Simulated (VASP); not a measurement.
Band structure of Ni3Al (L1_2). Method: PBE GGA, VASP's PBE PAW potentials (set 64) (plane waves; VASP 6.6.1).

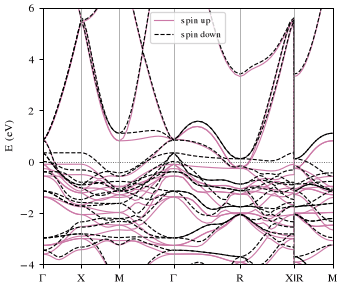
Fig. 1. Bands along high-symmetry lines, zero at the valence-band maximum or, without a gap, the Fermi level

Problem. Read the plot: is there a gap, and where are the band edges?

Solution. It has no gap at this level: it comes out as a metal or semimetal. (Edges off the drawn lines would not show.)

The compound is Ni3Al in the L1_2 structure. It was relaxed first.
